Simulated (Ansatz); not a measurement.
Consider ZnO in the wurtzite structure (space group P6_3mc, No. 186; a = 3.235 Å, c = 5.211 Å). Axes: x lies along a and z along c of the hexagonal cell.

Modification: uniaxial stress, 0.5 GPa compression along z; all other stress components relax to zero.

The values are results of r2SCAN (Ansatz, an electronic-structure program; PAW; 500 eV plane waves; spin-orbit coupling left out), not measurements.

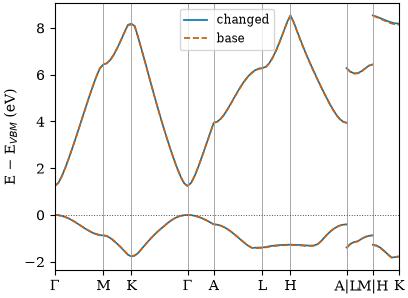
Fig. 1. Highest valence and lowest conduction band along the path, each from its own valence-band maximum

The gap is 1.24 eV, direct at Γ; the base has 1.24 eV.

Load acts through the strain it causes; cell and atoms are relaxed under it. Stability under load was not tested beyond the relaxation.
